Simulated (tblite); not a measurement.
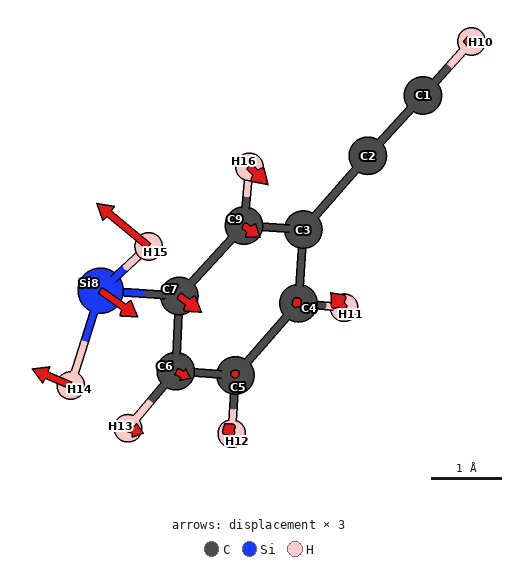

This is a relaxation of C8H7Si (multiplicity 2). The starting structure is drawn; red arrows show the displacements, 3 times their true length. The two geometries are superimposed by the best rigid fit.

Style: ball-and-stick. Shown from a free direction.

Level of theory: tblite, GFN2-xTB geometry optimisation, gas phase. 

Question: Describe the change and its energy.

Answer: H15 moves most after the best rigid fit: 0.33 Å. By element the largest moves are H 0.33 Å, Si 0.24 Å, C 0.15 Å. Some distances before and after: Si8–H14 1.489 → 1.449 Å, C5–C6 1.404 → 1.378 Å, C7–Si8 1.860 → 1.837 Å, C3–C4 1.377 → 1.399 Å. Among the angles between lasting bonds that change: H14–Si8–H15 109.2° → 118.7°, C7–Si8–H14 110.1° → 119.5°, C7–C6–H13 121.3° → 119.2°. Over 42 geometry steps the energy falls by 15.4 kJ/mol.
